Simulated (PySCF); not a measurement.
# CASSCF(11,10)/LANL2DZ (core potential) run of AlHBrO (SMILES [OH][Al][Br])

What is the vertical doublet–quartet gap of AlHBrO at CASSCF(11,10)/LANL2DZ (core potential)? Input form: a Python script.

The results are computed with PySCF 2.14.0.

2 further runs of the same task are left out: 2 set aside as unsound or not needed.

## 1. The molecule

AlHBrO: 4 atoms, total charge 0, spin state doublet. As SMILES, `[OH][Al][Br]`. The shape is that of a PBE0-D4/def2-TZVP optimisation.

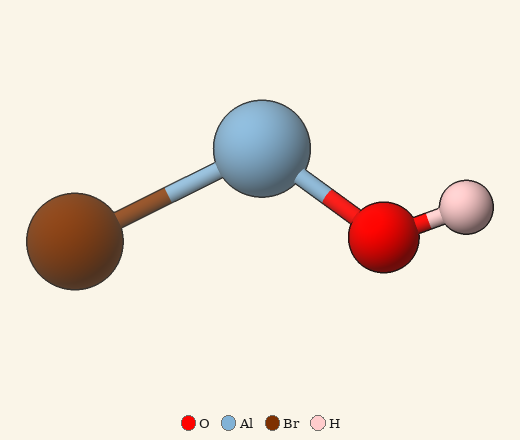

Viewed from a chosen angle; oxygen red, aluminium light blue, bromine brown, hydrogen pink.

## 2. Energy and one-electron properties at CASSCF(11,10)/LANL2DZ (core potential)

Contents of calc.py:

```python
# [OH][Al][Br]
import numpy
from pyscf import gto, scf, mp, mcscf

mol = gto.Mole()
mol.atom = '''
O       -0.417900       0.558200      -0.729100
Al      -0.100700      -0.215000       0.745000
Br       1.740900      -1.539700       0.836000
H       -1.166700       1.136400      -0.872200
'''
mol.basis = 'lanl2dz'
mol.spin = 1
mol.verbose = 4
mol.max_memory = 1860
mol.ecp = {'Al': 'lanl2dz', 'Br': 'lanl2dz'}
mol.build()

mf = mol.ROHF()
mf.kernel()

pt = mp.MP2(scf.addons.convert_to_uhf(mf)).run()
noons, natorbs = mcscf.addons.make_natural_orbitals(pt)
print('natural occupations', numpy.round(noons[:40], 4))
cas = mcscf.CASSCF(mf, 10, 11)
cas.fix_spin_(ss=0.75)
cas.kernel(natorbs)
etot = cas.e_tot
print('E(%s) = %.9f' % ('CASSCF', etot))
mf.analyze()
quad = mf.quad_moment()
dm_corr = cas.make_rdm1()
dip_corr = scf.hf.dip_moment(mol, dm_corr)
cas.analyze()
```

On the command line:

```sh
$ OMP_NUM_THREADS=1 python calc.py
```

The program printed:

```text
PySCF version 2.14.0

[INPUT] num. atoms = 4
[INPUT] num. electrons = 19
[INPUT] charge = 0
[INPUT] spin (= nelec alpha-beta = 2S) = 1
[INPUT] symmetry False subgroup None
[INPUT] Mole.unit = angstrom
[INPUT] Symbol           X                Y                Z      unit          X                Y                Z       unit  Magmom
[INPUT]  1 O     -0.417900000000   0.558200000000  -0.729100000000 AA   -0.789716547456   1.054845122732  -1.377799317420 Bohr   0.0
[INPUT]  2 Al    -0.100700000000  -0.215000000000   0.745000000000 AA   -0.190295420744  -0.406291116781   1.407845962801 Bohr   0.0
[INPUT]  3 Br     1.740900000000  -1.539700000000   0.836000000000 AA    3.289824210255  -2.909611313993   1.579811040136 Bohr   0.0
[INPUT]  4 H     -1.166700000000   1.136400000000  -0.872200000000 AA   -2.204743469530   2.147484767956  -1.648219125846 Bohr   0.0

nuclear repulsion = 27.0809700560626
number of shells = 15
number of NR pGTOs = 53
number of NR cGTOs = 27
basis = lanl2dz
ecp = {'Al': 'lanl2dz', 'Br': 'lanl2dz'}

[... 39 lines left out ...]
converged SCF energy = -90.3532804817673
[... 100 lines left out ...]
1-step CASSCF converged in  25 macro (280 JK  66 micro) steps
[... 7 lines left out ...]
Total Energy =                         -90.353280481767285
[... 1 line left out ...]
One-electron Energy =                 -182.607136440964496
[... 1 line left out ...]
Two-electron Coulomb Energy =           76.819431267250636
[... 4 lines left out ...]
MO #1   energy= -20.548379598983   | -20.5495275149351  | -20.5472316830301  occ= 2
[... 1 line left out ...]
MO #3   energy= -0.988903922877785 | -0.994243446276868 | -0.983564399086079 occ= 2
[... 36 lines left out ...]
Dipole moment(X, Y, Z, Debye): -3.77319,  2.05624,  1.57354
[... 5 lines left out ...]
Natural orbital (expansion on meta-Lowdin AOs) in CAS space
[... 123 lines left out ...]
pop of  2 Br 5pz          0.00411
pop of  3 H 1s           -0.00020
pop of  3 H 2s            0.00083
 ** Mulliken atomic charges  **
charge of    0O =      7.93419
charge of    1Al =      2.15907
charge of    2Br =      6.90737
charge of    3H =      0.99936
spop of 0 O 1s         -0.00000
spop of 0 O 2s          0.00359
spop of 0 O 3s          0.00008
spop of 0 O 2px         0.00810
spop of 0 O 2py         0.00034
spop of 0 O 2pz         0.04943
spop of 0 O 3px         0.00238
spop of 0 O 3py         0.00101
spop of 0 O 3pz         0.00089
spop of 1 Al 3s         0.38394
spop of 1 Al 4s         0.06971
spop of 1 Al 3px        0.13009
spop of 1 Al 3py        0.00500
spop of 1 Al 3pz        0.22129
spop of 1 Al 4px        0.01269
spop of 1 Al 4py        0.00091
spop of 1 Al 4pz        0.01729
spop of 2 Br 4s         0.00282
spop of 2 Br 5s         0.00029
spop of 2 Br 4px        0.05209
spop of 2 Br 4py        0.01516
spop of 2 Br 4pz        0.00967
spop of 2 Br 5px        0.00721
spop of 2 Br 5py        0.00126
spop of 2 Br 5pz        0.00411
spop of 3 H 1s         -0.00020
spop of 3 H 2s          0.00083
Mulliken atomic spins:
spin of  0O =      0.06581
spin of  1Al =      0.84093
spin of  2Br =      0.09263
spin of  3H =      0.00064
```

It took 19 s on 1 thread of Intel Xeon Platinum 8375C at 2.90GHz (Ice Lake), shared host; peak memory 0.13 GiB.

Atomic charges (e):

```tsv
atom	Mulliken
O1	-1.033
Al2	+0.977
Br3	-0.383
H4	+0.438
```

## 3. The quartet

Contents of input.py:

```python
import numpy
from pyscf import gto, scf, mp, mcscf

system = gto.M(
    atom='O -0.417900 0.558200 -0.729100; Al -0.100700 -0.215000 0.745000; Br 1.740900 -1.539700 0.836000; H -1.166700 1.136400 -0.872200',
    basis='lanl2dz',
    verbose=4,
    charge=0,
    max_memory=1860,
    spin=3,
    ecp={'Al': 'lanl2dz', 'Br': 'lanl2dz'},
)

calc0 = system.ROHF()
calc0.kernel()
if not calc0.converged:
    calc0 = calc0.newton().run(calc0.mo_coeff, calc0.mo_occ)

pt = mp.MP2(scf.addons.convert_to_uhf(calc0)).run()
noons, natorbs = mcscf.addons.make_natural_orbitals(pt)
print('natural occupations', numpy.round(noons[:40], 4))
cas = mcscf.CASSCF(calc0, 10, 11)
cas.fix_spin_(ss=3.75)
cas.kernel(natorbs)
e_tot = cas.e_tot
print(f'total energy: {e_tot:.8f} hartree')
calc0.analyze()
quad = calc0.quad_moment()
dm_corr = cas.make_rdm1()
dip_corr = scf.hf.dip_moment(system, dm_corr)
cas.analyze()
```

On the command line:

```sh
$ OMP_NUM_THREADS=1 python input.py
```

The program printed:

```text
PySCF version 2.14.0

[INPUT] num. atoms = 4
[INPUT] num. electrons = 19
[INPUT] charge = 0
[INPUT] spin (= nelec alpha-beta = 2S) = 3
[INPUT] symmetry False subgroup None
[INPUT] Mole.unit = angstrom
[INPUT] Symbol           X                Y                Z      unit          X                Y                Z       unit  Magmom
[INPUT]  1 O     -0.417900000000   0.558200000000  -0.729100000000 AA   -0.789716547456   1.054845122732  -1.377799317420 Bohr   0.0
[INPUT]  2 Al    -0.100700000000  -0.215000000000   0.745000000000 AA   -0.190295420744  -0.406291116781   1.407845962801 Bohr   0.0
[INPUT]  3 Br     1.740900000000  -1.539700000000   0.836000000000 AA    3.289824210255  -2.909611313993   1.579811040136 Bohr   0.0
[INPUT]  4 H     -1.166700000000   1.136400000000  -0.872200000000 AA   -2.204743469530   2.147484767956  -1.648219125846 Bohr   0.0

nuclear repulsion = 27.0809700560626
number of shells = 15
number of NR pGTOs = 53
number of NR cGTOs = 27
basis = lanl2dz
ecp = {'Al': 'lanl2dz', 'Br': 'lanl2dz'}

[... 83 lines left out ...]
sorting_mo_energy = False
[... 48 lines left out ...]
CASSCF energy = -90.2427732256009
[... 3 lines left out ...]
Total Energy =                         -90.155071345106620
[... 1 line left out ...]
One-electron Energy =                 -182.166264410941324
[... 1 line left out ...]
Two-electron Coulomb Energy =           76.574066571878916
[... 4 lines left out ...]
MO #1   energy= -20.4895103569052  | -20.4913802744768  | -20.4876404393332  occ= 2
[... 1 line left out ...]
MO #3   energy= -1.09151117488436  | -1.15082473949549  | -1.03219760983205  occ= 2
[... 36 lines left out ...]
Dipole moment(X, Y, Z, Debye):  1.93116, -2.03947,  1.83524
[... 5 lines left out ...]
Natural orbital (expansion on meta-Lowdin AOs) in CAS space
[... 114 lines left out ...]
pop of  2 Br 5pz          0.10003
pop of  3 H 1s           -0.00020
pop of  3 H 2s            0.00051
 ** Mulliken atomic charges  **
charge of    0O =      7.89371
charge of    1Al =      1.18942
charge of    2Br =      5.91718
charge of    3H =      0.99969
spop of 0 O 1s          0.00000
spop of 0 O 2s          0.00595
spop of 0 O 3s          0.00047
spop of 0 O 2px         0.02203
spop of 0 O 2py         0.03353
spop of 0 O 2pz         0.04048
spop of 0 O 3px         0.00203
spop of 0 O 3py         0.00092
spop of 0 O 3pz         0.00088
spop of 1 Al 3s         0.49139
spop of 1 Al 4s         0.08234
spop of 1 Al 3px        0.25569
spop of 1 Al 3py        0.43538
spop of 1 Al 3pz        0.30479
spop of 1 Al 4px        0.06791
spop of 1 Al 4py        0.13133
spop of 1 Al 4pz        0.04173
spop of 2 Br 4s         0.01126
spop of 2 Br 5s         0.00481
spop of 2 Br 4px        0.08018
spop of 2 Br 4py        0.07097
spop of 2 Br 4pz        0.79521
spop of 2 Br 5px        0.01164
spop of 2 Br 5py        0.00871
spop of 2 Br 5pz        0.10003
spop of 3 H 1s         -0.00020
spop of 3 H 2s          0.00051
Mulliken atomic spins:
spin of  0O =      0.10629
spin of  1Al =      1.81058
spin of  2Br =      1.08282
spin of  3H =      0.00031
```

Run time: 7.5 s. Hardware: 1 thread of Intel Xeon Platinum 8375C at 2.90GHz (Ice Lake), shared host; peak memory 0.13 GiB.

Atomic charges (e):

```tsv
atom	Mulliken
O1	-1.049
Al2	+0.377
Br3	+0.243
H4	+0.429
```

## 4. Outcome

At CASSCF(11,10)/LANL2DZ (core potential):

| quantity | value |
| --- | --- |
| doublet: total energy | -90.48042 Eh |
| doublet: dipole moment (correlated density) | 4.59 D |
| quartet: total energy | -90.24277 Eh |
| quartet: dipole moment (correlated density) | 3.25 D |
| vertical energy of the quartet above the doublet | 6.467 eV |

**Reading.** At this shape the quartet lies 6.47 eV (624 kJ/mol) above the doublet. Mulliken charges (doublet) of the mean-field density run from -1.03 on O1 to +0.98 on Al2; they depend strongly on the basis. Mulliken charges (quartet) of the mean-field density run from -1.05 on O1 to +0.43 on H4.
